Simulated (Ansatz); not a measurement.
**H2NOSi (SMILES N[Si-]=O) (charge −1): density, localisation and related maps**

Input file:

```
crystal:
  periodic: [false, false, false]
  atoms:
    - {symbol: N, position_ang: [-0.079277, -1.094746, 0.954150]}
    - {symbol: O, position_ang: [0.565226, -1.293323, 3.596539]}
    - {symbol: Si, position_ang: [1.194081, -1.486157, 2.150031]}
    - {symbol: H, position_ang: [-1.018607, -0.806073, 1.213904]}
    - {symbol: H, position_ang: [0.067055, -1.139410, -0.046820]}
basis:
  gaussian: {orbitals: def2-TZVPD}
total_charge: -1
hamiltonian: {xc: {name: PBE0}}
output: {forces: true, orbitals: {seedname: orbitals}}
```

Launched as:

```sh
ansatz run input.yaml --threads 2 --pin off --max-ram 4350MiB --events-out events.jsonl --progress --plain --runs-dir runs
```

Geometry: PBE0-D3(BJ)/def2-SVPD.

Theory: Ansatz, isolated molecule in a Gaussian basis; Kohn-Sham density functional theory, functional PBE0.

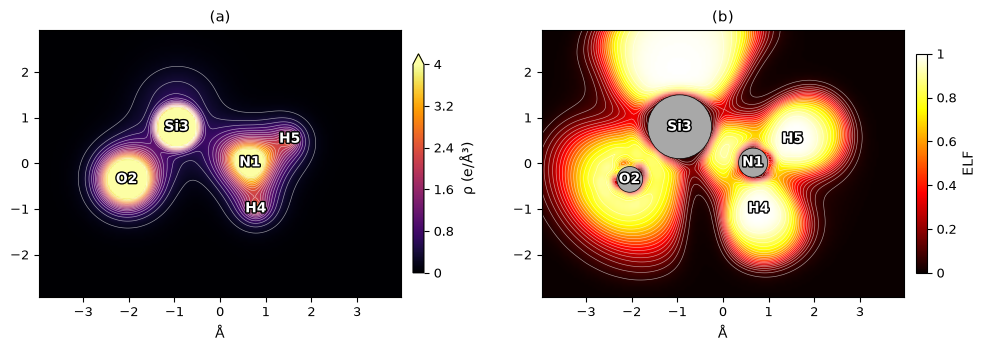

Figure 1. (a) electron density; (b) ELF on the molecular plane. Grey discs cover the atomic cores in the ELF map.

**Describe what can be read from this map.**

The section cuts through N, O, Si and H sites.
Si–O (1.59 Å): ρ at the midpoint is about 1.3 e/Å³; the ELF peaks at about 0.85 between the atoms: a polar covalent bond.
Si–N (1.79 Å): the density is about 0.95 e/Å³ at the midpoint; the ELF peaks at about 0.90 between the atoms, as expected for a polar covalent bond.
N–H (1.01 Å): ρ is about 2.8 e/Å³ halfway; the ELF climbs to about 1 towards the hydrogen, as it does in any bond to H (an ordinary covalent bond to hydrogen).
The ELF also peaks beside O2 and Si3, away from the bonds: lone-pair regions.

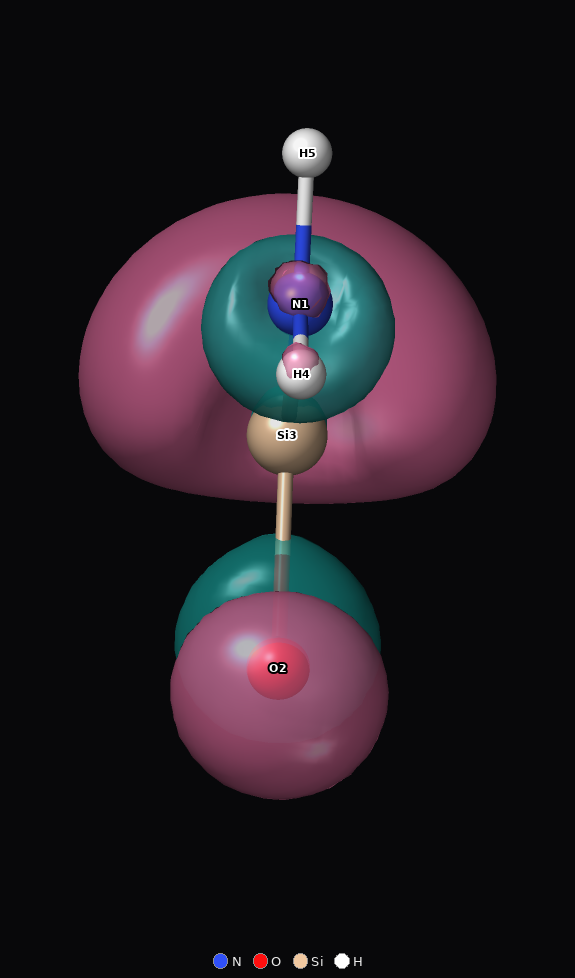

Figure 2. The HOMO at ±0.15 Å⁻³ᐟ² (teal and pink are the two phases), seen at an oblique angle.

**Where does this orbital lie, and at what energy?**

It lies mainly on Si3 (about 60 %), O2 (about 30 %) and N1 (about 10 %); it is symmetric in the molecular plane (an in-plane orbital: σ, lone-pair or in-plane π type). Its energy is −0.40 eV.

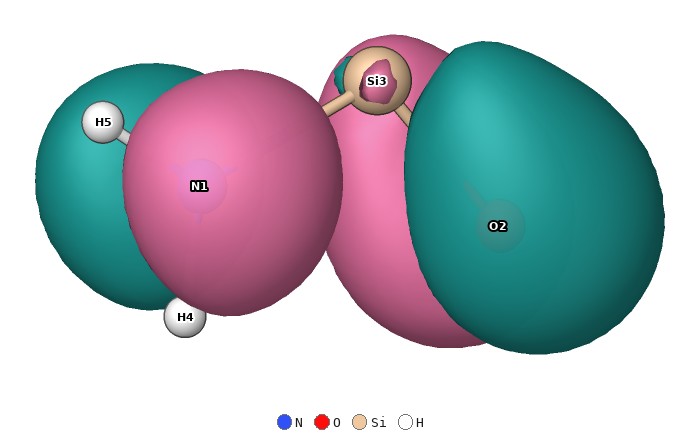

Figure 3. The HOMO−1 at ±0.1 Å⁻³ᐟ² (teal and pink are the two phases), seen at a tilt.

**Describe this orbital and give its energy.**

It lies mainly on O2 (about 55 %) and N1 (about 25 %); it changes sign across the molecular plane (π type); π-antibonding (a node) across N1–Si3. Its energy is −1.85 eV.
